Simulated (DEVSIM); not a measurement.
Structure: Pt/SiO2/n-Si capacitor, at 250 K.

| layer (left to right) | material | thickness (nm) | Nd (cm⁻³) |
|---|---|---|---|
| 1 | SiO2 | 40.0 | - |
| 2 | Si | 4900 | 1.4e16 |

Metal gate on the left, work function 5.6 eV. Fixed charge at the semiconductor interface -2.7e11 cm⁻² (in units of +e); interface traps 1.5e10 cm⁻² eV⁻¹, uniform in energy, neutral level at 0.3 of the gap above the valence band.

The device is made up for the run: typed textbook-type constants, with dimensions and the other settings drawn at random. Values at 300 K; Nc and Nv go as T^1.5, mobilities as T to minus their exponent, the gap by Varshni's rule with the affinity fixed.

| parameter | SiO2 | Si |
|---|---|---|
| gap (eV) | 9 | 1.124 |
| affinity (eV) | 0.9 | 4.05 |
| permittivity | 3.9 | 11.7 |
| Nc (cm⁻³) | - | 2.86e19 |
| Nv (cm⁻³) | - | 3.1e19 |
| Varshni α (eV/K) | - | 0.000473 |
| Varshni β (K) | - | 636 |

Model (solved in DEVSIM): 1D Poisson equation in equilibrium, Boltzmann statistics, complete ionisation; no quantum confinement or tunnelling. Metal contacts follow the ideal Schottky-Mott rule: no Fermi-level pinning, no interface dipoles.

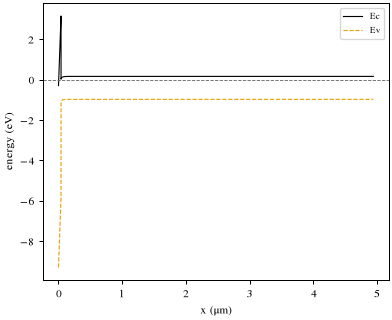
Band edges at 5.0 V on the gate

Energies count from the Fermi level of the right contact; mesh points crowd at the junctions.

| x (μm) | Ec (eV) | Ev (eV) | n (cm⁻³) | p (cm⁻³) | field (V/cm) |
|---|---|---|---|---|---|
| 0.000 | -0.300 | -9.300 | < 1e2 | < 1e2 | 870000 |
| 0.001686 | -0.154 | -9.154 | < 1e2 | < 1e2 | 870000 |
| 0.005899 | 0.212 | -8.788 | < 1e2 | < 1e2 | 870000 |
| 0.01564 | 1.057 | -7.943 | < 1e2 | < 1e2 | 870000 |
| 0.03281 | 2.546 | -6.454 | < 1e2 | < 1e2 | 870000 |
| 0.03779 | 2.977 | -6.023 | < 1e2 | < 1e2 | 870000 |
| 0.03978 | 3.150 | -5.850 | < 1e2 | < 1e2 | 870000 |
| 0.04216 | 0.053 | -1.083 | 1.9e18 | < 1e2 | 110000 |
| 0.04712 | 0.087 | -1.049 | 3.8e17 | < 1e2 | 46000 |
| 0.06023 | 0.122 | -1.014 | 7.5e16 | < 1e2 | 16000 |
| 0.09225 | 0.148 | -0.989 | 2.3e16 | < 1e2 | 3700 |
| 0.2260 | 0.158 | -0.978 | 1.4e16 | < 1e2 | 46 |
| 0.5060 | 0.158 | -0.978 | 1.4e16 | < 1e2 | ≈ 0 |
| 1.245 | 0.158 | -0.978 | 1.4e16 | < 1e2 | ≈ 0 |
| 3.467 | 0.158 | -0.978 | 1.4e16 | < 1e2 | ≈ 0 |
| 4.370 | 0.158 | -0.978 | 1.4e16 | < 1e2 | ≈ 0 |
| 4.713 | 0.158 | -0.978 | 1.4e16 | < 1e2 | ≈ 0 |
| 4.853 | 0.158 | -0.978 | 1.4e16 | < 1e2 | ≈ 0 |
| 4.915 | 0.158 | -0.978 | 1.4e16 | < 1e2 | ≈ 0 |
| 4.931 | 0.158 | -0.978 | 1.4e16 | < 1e2 | ≈ 0 |
| 4.937 | 0.158 | -0.978 | 1.4e16 | < 1e2 | ≈ 0 |
| 4.940 | 0.158 | -0.978 | 1.4e16 | < 1e2 | ≈ 0 |
